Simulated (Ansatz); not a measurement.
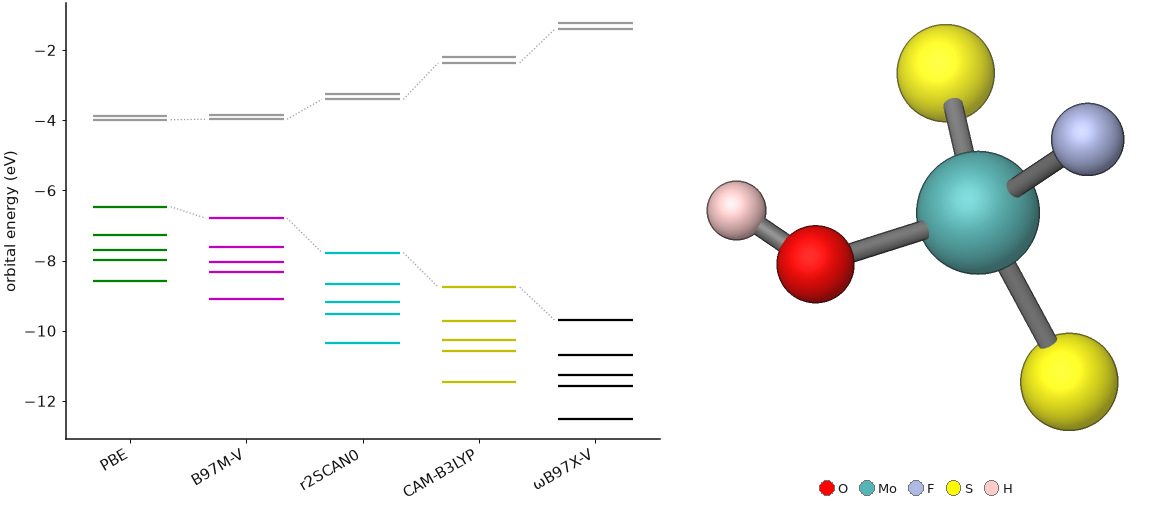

Frontier orbital energies of MoHS₂OF, SMILES [OH][Mo]([F])(=[S])=[S], singlet at one geometry, def2-TZVPP, the Ansatz code 0.2.0, at a PBE0-D4/def2-TZVP geometry (a minimum by its frequencies). Empty levels are grey, levels within 0.1 eV stand side by side; all columns show the same few orbitals around the gap. Dotted lines join the HOMOs and the LUMOs.

Question: How do the frontier levels move from column to column?

Answer: The separation grows from 2.48 eV (PBE) to 8.29 eV (ωB97X-V).

| level | HOMO (eV) | LUMO (eV) | separation (eV) |
| --- | --- | --- | --- |
| PBE | −6.46 | −3.99 | 2.48 |
| B97M-V | −6.79 | −3.97 | 2.82 |
| r2SCAN0 | −7.77 | −3.41 | 4.37 |
| CAM-B3LYP | −8.76 | −2.36 | 6.39 |
| ωB97X-V | −9.70 | −1.41 | 8.29 |

Limits of at least one run: core potentials past krypton; empty levels above zero depend strongly on the basis.
